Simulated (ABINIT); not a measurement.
# InH (P6_3/mmc): phonons by linear response, part 5 of 5

How does InH (P6_3/mmc) vibrate, and is this structure a minimum?

ABINIT 10.8.3; DFT LDA, scalar-relativistic, plane waves, HGH norm-conserving pseudopotentials.

So far. Step 7 (Linear response at Γ): The acoustic modes at Γ come out as far as 1.4 cm⁻¹ from zero, where they should vanish, a small numerical error. The lowest optical mode is imaginary, 776i cm⁻¹, an instability at this level and on this k mesh. Step 8 (Modes with the sum rule): The rule also moves an optical mode by 0.3 cm⁻¹. The relaxed cell has a = 3.571, c = 5.651 Å (conventional setting).

The structure was built from a prototype and need not be the compound's stable phase.

## (11) Interpolated phonon bands

anaddb transforms the dynamical matrices to force constants and back along the path; points of the mesh come back as solved, but for the sum rule and, in polar crystals, the LO-TO term at Γ; the rest is interpolation.

File anaddb.abi:

```
ddb_filepath "all_DDB"
output_file "anaddb.abo"
outdata_prefix "anaddb"
ifcflag 1
ngqpt 3 3 2
nqshft 1
q1shft 0.0 0.0 0.0
asr 1
chneut 0
dipdip 0
dipquad 0
quadquad 0
enunit 0
eivec 0
nph1l 93
qph1l 
    0.0 0.0 0.0 1.0
    0.05 0.0 0.0 1.0
    0.1 0.0 0.0 1.0
    0.15 0.0 0.0 1.0
    0.2 0.0 0.0 1.0
    0.25 0.0 0.0 1.0
    0.3 0.0 0.0 1.0
    0.35 0.0 0.0 1.0
    0.4 0.0 0.0 1.0
    0.45 0.0 0.0 1.0
    0.5 0.0 0.0 1.0
    0.48333333 0.03333333 0.0 1.0
    0.46666667 0.06666667 0.0 1.0
    0.45 0.1 0.0 1.0
    0.43333333 0.13333333 0.0 1.0
    0.41666667 0.16666667 0.0 1.0
    0.4 0.2 0.0 1.0
    0.38333333 0.23333333 0.0 1.0
    0.36666667 0.26666667 0.0 1.0
    0.35 0.3 0.0 1.0
    0.33333333 0.33333333 0.0 1.0
    0.3 0.3 0.0 1.0
    0.26666667 0.26666667 0.0 1.0
    0.23333333 0.23333333 0.0 1.0
    0.2 0.2 0.0 1.0
    0.16666667 0.16666667 0.0 1.0
    0.13333333 0.13333333 0.0 1.0
    0.1 0.1 0.0 1.0
    0.06666667 0.06666667 0.0 1.0
    0.03333333 0.03333333 0.0 1.0
    0.0 0.0 0.0 1.0
    0.0 0.0 0.05 1.0
    0.0 0.0 0.1 1.0
    0.0 0.0 0.15 1.0
    0.0 0.0 0.2 1.0
    0.0 0.0 0.25 1.0
    0.0 0.0 0.3 1.0
    0.0 0.0 0.35 1.0
    0.0 0.0 0.4 1.0
    0.0 0.0 0.45 1.0
    0.0 0.0 0.5 1.0
    0.05 0.0 0.5 1.0
    0.1 0.0 0.5 1.0
    0.15 0.0 0.5 1.0
    0.2 0.0 0.5 1.0
    0.25 0.0 0.5 1.0
    0.3 0.0 0.5 1.0
    0.35 0.0 0.5 1.0
    0.4 0.0 0.5 1.0
    0.45 0.0 0.5 1.0
    0.5 0.0 0.5 1.0
    0.48333333 0.03333333 0.5 1.0
    0.46666667 0.06666667 0.5 1.0
    0.45 0.1 0.5 1.0
    0.43333333 0.13333333 0.5 1.0
    0.41666667 0.16666667 0.5 1.0
    0.4 0.2 0.5 1.0
    0.38333333 0.23333333 0.5 1.0
    0.36666667 0.26666667 0.5 1.0
    0.35 0.3 0.5 1.0
    0.33333333 0.33333333 0.5 1.0
    0.3 0.3 0.5 1.0
    0.26666667 0.26666667 0.5 1.0
    0.23333333 0.23333333 0.5 1.0
    0.2 0.2 0.5 1.0
    0.16666667 0.16666667 0.5 1.0
    0.13333333 0.13333333 0.5 1.0
    0.1 0.1 0.5 1.0
    0.06666667 0.06666667 0.5 1.0
    0.03333333 0.03333333 0.5 1.0
    0.0 0.0 0.5 1.0
    0.5 0.0 0.5 1.0
    0.5 0.0 0.45 1.0
    0.5 0.0 0.4 1.0
    0.5 0.0 0.35 1.0
    0.5 0.0 0.3 1.0
    0.5 0.0 0.25 1.0
    0.5 0.0 0.2 1.0
    0.5 0.0 0.15 1.0
    0.5 0.0 0.1 1.0
    0.5 0.0 0.05 1.0
    0.5 0.0 0.0 1.0
    0.33333333 0.33333333 0.5 1.0
    0.33333333 0.33333333 0.45 1.0
    0.33333333 0.33333333 0.4 1.0
    0.33333333 0.33333333 0.35 1.0
    0.33333333 0.33333333 0.3 1.0
    0.33333333 0.33333333 0.25 1.0
    0.33333333 0.33333333 0.2 1.0
    0.33333333 0.33333333 0.15 1.0
    0.33333333 0.33333333 0.1 1.0
    0.33333333 0.33333333 0.05 1.0
    0.33333333 0.33333333 0.0 1.0
```

File mrgddb.in:

```
all_DDB
merged
6
dfpt_gammao_DDB
dfpt_qo_DS1_DDB
dfpt_qo_DS2_DDB
dfpt_qo_DS3_DDB
dfpt_qo_DS4_DDB
dfpt_qo_DS5_DDB
```

Run with:

```
mrgddb < mrgddb.in > mrgddb.log
OMP_NUM_THREADS=1 anaddb anaddb.abi > anaddb.log
```

anaddb.abo, the main output file:

```text
[banners, grids, parts of the stress and lines that vanish by symmetry left out]
-outvars_anaddb: echo values of input variables ----------------------

 Flags :
[...]
Phonon wavevector (reduced coordinates) :  0.00000  0.00000  0.00000
 Phonon energies in Hartree :
[...]
Phonon frequencies in cm-1    :
- -7.761263E+02 -2.559525E+02 -8.790764E+01 -8.790764E+01  0.000000E+00
-  0.000000E+00  0.000000E+00  8.713195E+01  4.797341E+02  4.797341E+02
-  5.548535E+02  5.548535E+02
[...]
Phonon wavevector (reduced coordinates) :  0.05000  0.00000  0.00000
 Phonon energies in Hartree :
[...]
Phonon frequencies in cm-1    :
- -7.690610E+02 -2.535216E+02 -8.892301E+01 -8.787360E+01 -3.745526E+00
-  7.432326E+00  1.992866E+01  8.735150E+01  4.597258E+02  4.792902E+02
-  5.501301E+02  5.543983E+02
[...]
Phonon wavevector (reduced coordinates) :  0.10000  0.00000  0.00000
 Phonon energies in Hartree :
[...]
Phonon frequencies in cm-1    :
- -7.482963E+02 -2.467444E+02 -9.489975E+01 -8.795223E+01 -7.224928E+00
-  1.392229E+01  3.839222E+01  8.788128E+01  3.974407E+02  4.776087E+02
-  5.347387E+02  5.525186E+02
[...]
Phonon wavevector (reduced coordinates) :  0.15000  0.00000  0.00000
 Phonon energies in Hartree :
[...]
Phonon frequencies in cm-1    :
- -7.150927E+02 -2.371616E+02 -1.220195E+02 -8.863663E+01 -9.992007E+00
-  1.852793E+01  5.424783E+01  8.838905E+01  2.843252E+02  4.738218E+02
-  5.051675E+02  5.479153E+02
[...]
Phonon wavevector (reduced coordinates) :  0.20000  0.00000  0.00000
 Phonon energies in Hartree :
[...]
Phonon frequencies in cm-1    :
- -6.714458E+02 -2.358954E+02 -2.272902E+02 -9.057636E+01 -1.113078E+01
-  2.022766E+01  6.665955E+01  8.846259E+01  1.441401E+02  4.557146E+02
-  4.670225E+02  5.391183E+02
[...]
Phonon wavevector (reduced coordinates) :  0.25000  0.00000  0.00000
 Phonon energies in Hartree :
[...]
Phonon frequencies in cm-1    :
- -6.199508E+02 -3.857658E+02 -2.204055E+02 -9.431494E+01 -8.280202E+00
-  1.749727E+01  7.187341E+01  8.772616E+01  9.233806E+01  3.776521E+02
-  4.568577E+02  5.252164E+02
  Phonon wavevector (reduced coordinates) :  0.30000  0.00000  0.00000
 Phonon energies in Hartree :
[...]
Phonon frequencies in cm-1    :
- -5.636590E+02 -4.919921E+02 -2.199117E+02 -9.996398E+01 -3.705708E+01
- -3.284736E+00  1.126020E+01  8.591459E+01  8.877762E+01  2.568231E+02
-  4.440161E+02  5.064751E+02
  Phonon wavevector (reduced coordinates) :  0.35000  0.00000  0.00000
 Phonon energies in Hartree :
[...]
Phonon frequencies in cm-1    :
[...]
-  4.303839E+02  4.847051E+02
  Phonon wavevector (reduced coordinates) :  0.40000  0.00000  0.00000
 Phonon energies in Hartree :
[...]
Phonon frequencies in cm-1    :
[...]
-  4.186550E+02  4.633000E+02
  Phonon wavevector (reduced coordinates) :  0.45000  0.00000  0.00000
 Phonon energies in Hartree :
[...]
Phonon frequencies in cm-1    :
[...]
-  4.112508E+02  4.469061E+02
  Phonon wavevector (reduced coordinates) :  0.50000  0.00000  0.00000
 Phonon energies in Hartree :
[...]
Phonon frequencies in cm-1    :
[...]
-  4.089102E+02  4.405648E+02
  Phonon wavevector (reduced coordinates) :  0.48333  0.03333  0.00000
 Phonon energies in Hartree :
[...]
Phonon frequencies in cm-1    :
[...]
-  4.028222E+02  4.384624E+02
  Phonon wavevector (reduced coordinates) :  0.46667  0.06667  0.00000
 Phonon energies in Hartree :
[...]
Phonon frequencies in cm-1    :
[...]
-  3.848261E+02  4.322058E+02
  Phonon wavevector (reduced coordinates) :  0.45000  0.10000  0.00000
 Phonon energies in Hartree :
[...]
Phonon frequencies in cm-1    :
[...]
-  3.558708E+02  4.219663E+02
[...]
-  5.586912E+02  5.586912E+02
[...]
Phonon wavevector (reduced coordinates) :  0.00000  0.00000  0.25000
 Phonon energies in Hartree :
[...]
Phonon frequencies in cm-1    :
[...]
- -1.396688E+01  4.157788E+01  8.233469E+01  5.077377E+02  5.077377E+02
-  5.598045E+02  5.598045E+02
  Phonon wavevector (reduced coordinates) :  0.00000  0.00000  0.30000
 Phonon energies in Hartree :
[...]
Phonon frequencies in cm-1    :
- -6.054400E+02 -2.268106E+02 -6.481174E+01 -6.481174E+01 -1.805910E+01
- -1.805910E+01  4.919086E+01  8.023838E+01  5.172786E+02  5.172786E+02
-  5.602912E+02  5.602912E+02
  Phonon wavevector (reduced coordinates) :  0.00000  0.00000  0.35000
 Phonon energies in Hartree :
[...]
Phonon frequencies in cm-1    :
- -5.513807E+02 -2.465124E+02 -5.839021E+01 -5.839021E+01 -2.265841E+01
- -2.265841E+01  5.550467E+01  7.778355E+01  5.267584E+02  5.267584E+02
-  5.597944E+02  5.597944E+02
  Phonon wavevector (reduced coordinates) :  0.00000  0.00000  0.40000
 Phonon energies in Hartree :
[...]
Phonon frequencies in cm-1    :
- -4.939700E+02 -2.801722E+02 -5.187300E+01 -5.187300E+01 -2.774379E+01
[...]
-  5.580130E+02  5.580130E+02
  Phonon wavevector (reduced coordinates) :  0.00000  0.00000  0.45000
 Phonon energies in Hartree :
[...]
Phonon frequencies in cm-1    :
[...]
-  5.547350E+02  5.547350E+02
  Phonon wavevector (reduced coordinates) :  0.00000  0.00000  0.50000
 Phonon energies in Hartree :
[...]
Phonon frequencies in cm-1    :
[...]
Phonon wavevector (reduced coordinates) :  0.33333  0.33333  0.05000
 Phonon energies in Hartree :
[...]
Phonon frequencies in cm-1    :
[...]
-  1.770097E+02  3.204971E+02
  Phonon wavevector (reduced coordinates) :  0.33333  0.33333  0.00000
 Phonon energies in Hartree :
[...]
Phonon frequencies in cm-1    :
- -5.677802E+02 -5.677802E+02 -3.177024E+02 -3.177024E+02 -2.992432E+02
- -5.734968E+01  4.881516E+01  4.881516E+01  1.006531E+02  1.006531E+02
-  1.760563E+02  3.204928E+02
-
```

Wall time 0.8 s (1 thread of Intel Xeon at 2.70GHz, shared host).

Numbers from this step:

- lowest frequency on the path: -776.1 cm⁻¹

Anaddb. The phonon branches at the labelled points (cm⁻¹):

```
    point  branch 1  branch 2  branch 3  branch 4  branch 9  branch 10  branch 11  branch 12
        Γ      -776      -256       -88       -88       480        480        555        555
        M      -600      -505      -384      -281       100        116        409        441
        K      -568      -568      -318      -318       101        101        176        320
        Γ      -776      -256       -88       -88       480        480        555        555
        A      -378      -378       -39       -39       550        550        550        550
        L      -590      -590      -372      -372       120        120        407        407
        H      -656      -656      -385      -385       102        102        273        273
        A      -378      -378       -39       -39       550        550        550        550
jump to L      -590      -590      -372      -372       120        120        407        407
        M      -600      -505      -384      -281       100        116        409        441
jump to H      -656      -656      -385      -385       102        102        273        273
        K      -568      -568      -318      -318       101        101        176        320
```

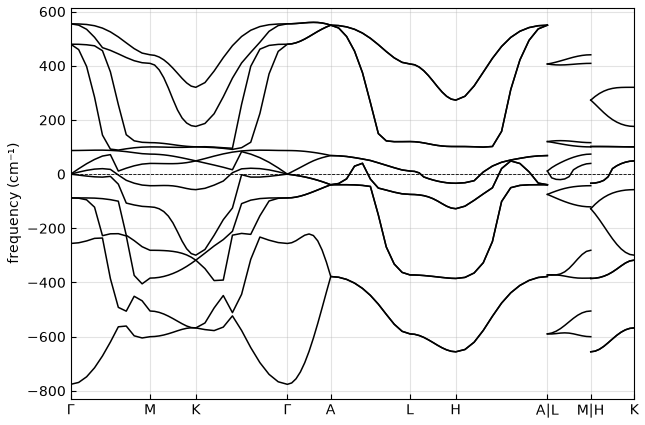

Phonon branches along the path.

The path dips to 776i cm⁻¹.

## (12) Sums over the zone

Sums over the zone need many more wavevectors than were solved, so the interpolation is sampled on a dense mesh.

File anaddb.abi:

```
ddb_filepath "all_DDB"
output_file "anaddb.abo"
outdata_prefix "anaddb"
ifcflag 1
ngqpt 3 3 2
nqshft 1
q1shft 0.0 0.0 0.0
asr 1
chneut 0
dipdip 0
dipquad 0
quadquad 0
prtdos 2
ng2qpt 15 15 8
dosdeltae 4.5563e-06
ntemper 11
temperinc 100.0
tempermin 0.0
```

Run with:

```
OMP_NUM_THREADS=1 anaddb anaddb.abi > anaddb.log
```

anaddb.abo, the main output file:

```text
-outvars_anaddb: echo values of input variables ----------------------

 Flags :
     ifcflag         1
 Miscellaneous information :
         asr         1
      chneut         0
 Interatomic Force Constants Inputs :
      dipdip         0
     dipquad         0
    quadquad         0
      ifcana         0
      ifcout         0
 Description of grid 1 :
        brav         1
       ngqpt         3         3         2
      nqshft         1
      q1shft
                     0.00000000E+00  0.00000000E+00  0.00000000E+00
 Phonon DOS information :
   dosdeltae  4.55630000E-06
    dossmear  4.55633525E-06
 Description of grid 2 (Fourier interp. or BZ sampling):
      ng2qpt        15        15         8
      ngrids         4
      q2shft         0.00000000E+00  0.00000000E+00  0.00000000E+00

================================================================================

 read the DDB information and perform some checks

  ==== Info on the Cryst% object ====
 Real(R)+Recip(G) space primitive vectors, cartesian coordinates (Bohr,Bohr^-1):
 R(1)=  6.7488361  0.0000045  0.0000000  G(1)=  0.1481736  0.0855482  0.0000000
 R(2)= -3.3744220  5.8446612  0.0000000  G(2)= -0.0000001  0.1710962  0.0000000
 R(3)=  0.0000000  0.0000000 10.6780762  G(3)=  0.0000000  0.0000000  0.0936498
 Unit cell volume ucvol=  4.2119325E+02 bohr^3
 Angles (23,13,12)=  9.00000000E+01  9.00000000E+01  1.20000000E+02 degrees
 Time-reversal symmetry is present
 Reduced atomic positions [iatom, xred, symbol]:
    1)    0.3333333  0.6666667  0.2500000  In
    2)    0.6666667  0.3333333  0.7500000  In
    3)    0.6666667  0.3333333  0.2500000   H
    4)    0.3333333  0.6666667  0.7500000   H

 DDB file with 6 blocks has been read.

================================================================================

 Calculation of the interatomic forces

       Homogeneous q point set in the B.Z.
 Grid q points  :       18
  1)   0.00000000E+00  0.00000000E+00  0.00000000E+00
  2)   3.33333333E-01  0.00000000E+00  0.00000000E+00
  3)  -3.33333333E-01  0.00000000E+00  0.00000000E+00
  4)   0.00000000E+00  3.33333333E-01  0.00000000E+00
  5)   3.33333333E-01  3.33333333E-01  0.00000000E+00
  6)  -3.33333333E-01  3.33333333E-01  0.00000000E+00
  7)   0.00000000E+00 -3.33333333E-01  0.00000000E+00
  8)   3.33333333E-01 -3.33333333E-01  0.00000000E+00
  9)  -3.33333333E-01 -3.33333333E-01  0.00000000E+00
 10)   0.00000000E+00  0.00000000E+00  5.00000000E-01
 11)   3.33333333E-01  0.00000000E+00  5.00000000E-01
 12)  -3.33333333E-01  0.00000000E+00  5.00000000E-01
 13)   0.00000000E+00  3.33333333E-01  5.00000000E-01
 14)   3.33333333E-01  3.33333333E-01  5.00000000E-01
 15)  -3.33333333E-01  3.33333333E-01  5.00000000E-01
 16)   0.00000000E+00 -3.33333333E-01  5.00000000E-01
 17)   3.33333333E-01 -3.33333333E-01  5.00000000E-01
 18)  -3.33333333E-01 -3.33333333E-01  5.00000000E-01

 The interatomic forces have been obtained

================================================================================

 Calculation of phonon density of states

 Average speed of sound partial sums:     0.5172219058E-03 (at units)
-                                   =           1.1315 [km/s]

 Debye frequency from partial sums:     0.2689470376E-03 (Ha)
-                                 =     0.1769586498E+01 (THz)
-Debye temperature from partial sums:     0.8492675746E+02 (K)

 Average speed of sound:     0.5185780471E-04 (at units)
-                      =           0.1134 [km/s]

 Debye frequency from DOS:     0.2696522091E-04 (Ha)
-                        =     0.1774226304E+00 (THz)
-Debye temperature from DOS:     0.8514943302E+01 (K)

-
```

It took 1.9 s on 1 thread.

This step gave:

```
share of modes beyond 3i cm⁻¹ on the dense interpolated mesh : 0.4884
```

The phonon density of states has structure finer than the step of the table below, so its rows give means over 100 cm⁻¹, whole bins alone (the curve runs from -806 to 580 cm⁻¹). Peaks (cm⁻¹: height): -590.1: 0.0210, -383.1: 0.0186, -41.1: 0.0243, 21.9: 0.0276, 66.9: 0.0287, 102.9: 0.0689, 408.9: 0.0126.

Tetrahedra. The phonon density of states by wavenumber; means over each step:

```
wavenumber (cm⁻¹)  phonon density of states (1/cm⁻¹/cell)
             -700                                  6.1e-4
             -600                                 0.00936
             -500                                 0.00597
             -400                                 0.00802
             -300                                 0.00687
             -200                                 0.00478
             -100                                  0.0124
                0                                  0.0223
              100                                  0.0233
              200                                 0.00254
              300                                 0.00408
              400                                  0.0101
              500                                 0.00903
```

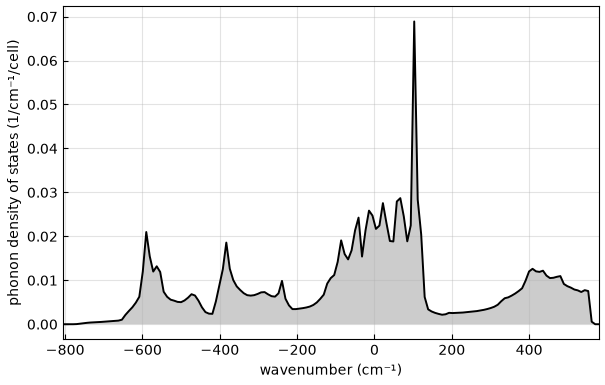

Phonon density of states, plotted against wavenumber.

## (13) Summary of results

```
space group after relaxation                                       : P6_3/mmc
volume per atom                                                    : 15.6 Å³
highest optical zone-centre mode (no LO-TO term)                   : 554.9 cm⁻¹
lowest optical zone-centre mode                                    : -776.1 cm⁻¹
q mesh                                                             : 3×3×2
lowest mode on the q mesh (acoustic ones at the zone centre apart) : -776.1 cm⁻¹
imaginary modes on the q mesh                                      : yes
```

What this shows: InH (P6_3/mmc) is unstable: a mode solved on the 3×3×2 mesh is imaginary, 776i cm⁻¹; its spectrum reaches 560 cm⁻¹. At the LDA level the optical modes of InH (P6_3/mmc) at the zone centre run from 776i to 555 cm⁻¹, so the structure is a saddle point, with 4 modes beyond 10i cm⁻¹ there. The most unstable solved mode lies at the zone centre, but modes at other wavevectors are imaginary too, so the distortion may enlarge the cell. These are harmonic frequencies at zero temperature: anharmonic shifts and linewidths and thermal expansion are left out. The HGH files keep few electrons and have no core correction, which is cheap but rough for In. In a metal the frequencies hang on the k mesh and the smearing, most of all near Kohn anomalies. The structure is a hypothetical one, built on a prototype.

[Host names and launcher messages were left out of these logs when they were recorded.]

[Logs are printed without paths, hosts, clocks, repeated set-up lines and the standing remarks that a program may print on its own settings, such as how far it seeks lower states.]

[Hosts, paths, dates, database ids (printed as entryN), source tags and the programs' standing remarks are cut or masked in the printed files.]
